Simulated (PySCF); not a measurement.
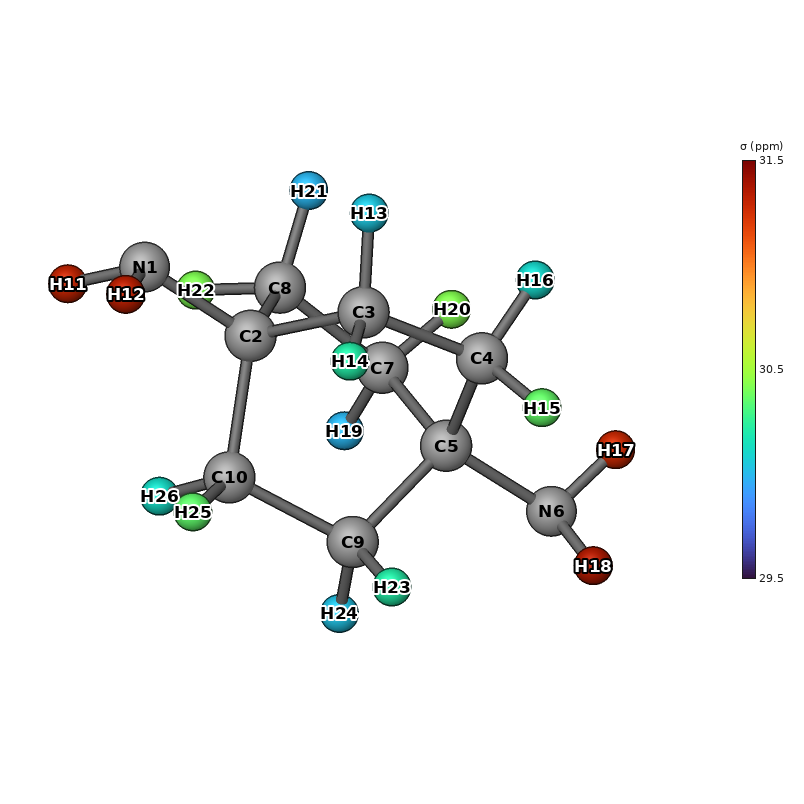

Atoms are coloured by their isotropic NMR shieldings (H only, the others grey). The geometry was computed by an optimisation with GFN2-xTB. No frequency run is at hand to confirm it as a minimum. Properties computed with GIAO PBE0/pcSseg-1 NMR shielding, non-relativistic, gas phase (PySCF 2.14.0).

Give the isotropic NMR shieldings of the H atoms atom by atom.

```tsv
atom	σ (ppm)
H11	31.30
H12	31.32
H13	30.04
H14	30.22
H15	30.36
H16	30.10
H17	31.28
H18	31.35
H19	29.99
H20	30.42
H21	29.99
H22	30.42
H23	30.21
H24	30.03
H25	30.36
H26	30.12
```
